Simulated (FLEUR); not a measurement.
Band structure of ScRu3C (Pm-3m, 5 atoms in the cell).

```xyz
5
Lattice="4.0613 0.0000 0.0000 0.0000 4.0613 0.0000 0.0000 0.0000 4.0613" Properties=species:S:1:pos:R:3 pbc="T T T"
Sc     0.0000     0.0000     0.0000
Ru     0.0000     2.0307     2.0307
Ru     2.0307     0.0000     2.0307
Ru     2.0307     2.0307     0.0000
C      2.0307     2.0307     2.0307
```

Computed with PBEsol, all-electron FLAPW (FLEUR), scalar-relativistic valence.

Settings: Kmax = 4.6 1/bohr; GmaxXC = 16.1 1/bohr; xcFunctional = PBEs; jspins = 1; l_soc = F; mode = hist; fermiSmearingEnergy = 0.00367493 Htr; mesh (inpgen div1-3) = 7 7 7; inpgen gamma flag = false; Gmax = 16.1 1/bohr; numbands = 0; maxIterBroyd = 15; imix = Anderson; alpha = 0.05.

The starting cell comes from a database of computed structures (which also holds hypothetical and non-ambient phases and stackings), without a prior relaxation at this level. Spin polarisation is off. Values depend on the basis (sphere radii, cutoffs, local orbitals), which need not be converged.

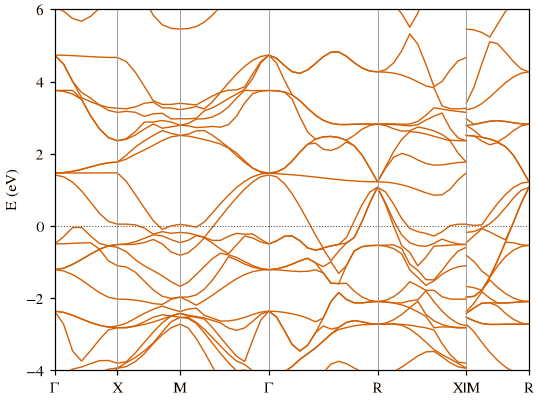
Figure: Bands along the path, energies from the Fermi level.

Levels in eV from the Fermi level, bands 25 to 32:
```csv
point,25,26,27,28,29,30,31,32
Γ,-1.21,-1.21,-0.49,-0.49,1.42,1.47,1.47,1.47
X,-1.10,-0.59,-0.51,-0.51,0.05,1.47,1.77,1.77
M,-1.97,-1.67,-0.81,-0.46,-0.18,0.05,2.51,2.51
R,-0.53,-0.53,1.08,1.08,1.08,1.23,1.23,1.23
```
